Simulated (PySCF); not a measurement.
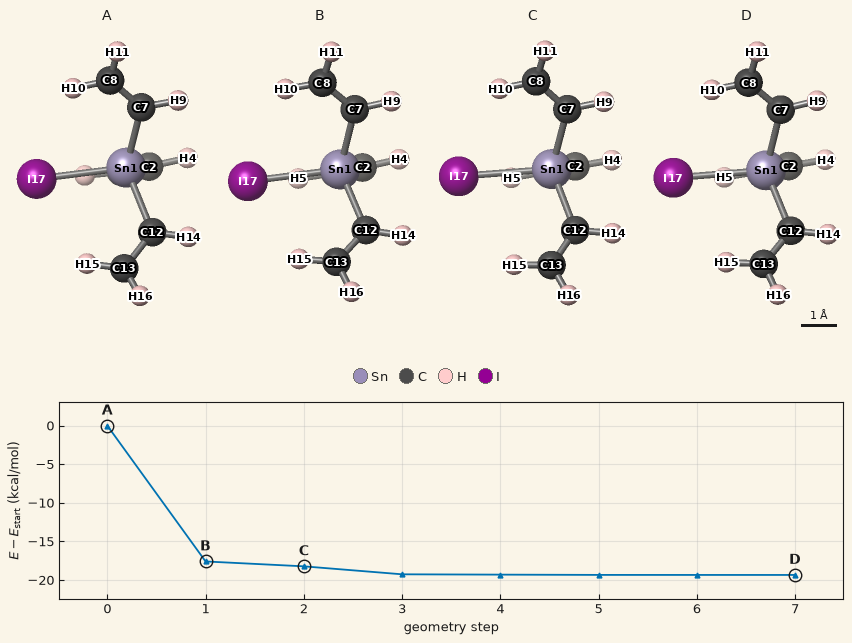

Frames of a relaxation of C6H9ISn, marked on the history of the run. A ball-and-stick model, seen from a free direction.

The start comes from GFN2-xTB. Its atoms were then displaced at random by about 0.03 Å.

Computed with PBE0-D3(BJ)/def2-SVP geometry optimisation, gas phase (PySCF). 

### What happens along the run?

The atom that moves furthest after the best rigid fit is a C atom (0.14 Å). Largest moves by element: C 0.14 Å, Sn 0.08 Å, H 0.08 Å, I 0.07 Å. Some distances before and after: C–Sn 2.268 → 2.137 Å, C–H 1.002 → 1.097 Å, C–C 1.423 → 1.335 Å, I–Sn 2.635 → 2.711 Å. Among the angles between lasting bonds that change: H–C–H 125.2° → 116.3°, C–C–H 116.3° → 122.1°, C–C–H 124.3° → 119.2°. Over 7 geometry steps the energy falls by 19.3 kcal/mol. Cost: 8.4 min on 1 thread of AMD EPYC (shared host). From step 0 to 1: a C atom moves most (0.22 Å), energy −17.6 kcal/mol. From step 1 to 2: an H atom moves most (0.21 Å), energy −0.63 kcal/mol. From step 2 to 7: an H atom moves most (0.11 Å), energy −1.11 kcal/mol.

```tsv
step	E − E(0), kcal/mol
0	0.00
1	-17.59
2	-18.22
3	-19.25
4	-19.30
5	-19.33
6	-19.33
7	-19.34
```
